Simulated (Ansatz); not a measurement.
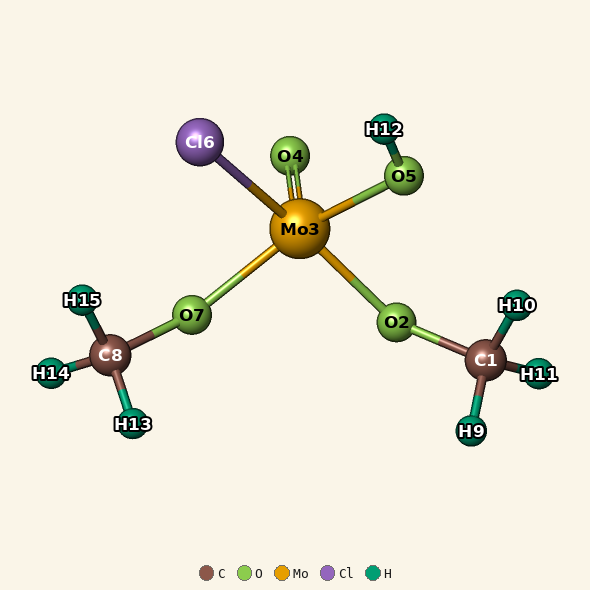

The species is neutral and a spin singlet. Harmonic vibrations computed with RKS PBE0-D4/def2-TZVP, core potentials on Mo (Ansatz 0.2.0) at a stationary point of the same level.

Minimum or transition state?

A minimum: no imaginary frequency, and the lowest mode lies at 43 cm⁻¹.

List the wavenumbers.

39 modes: 43, 53, 80, 100, 141, 157, 169, 255, 272, 297, 312, 325, 352, 364, 435, 579, 598, 677, 820, 1074, 1139, 1153, 1163, 1172, 1177, 1194, 1449, 1453, 1477, 1480, 1486, 1488, 3022, 3024, 3099, 3101, 3120, 3121, 3874 cm⁻¹.
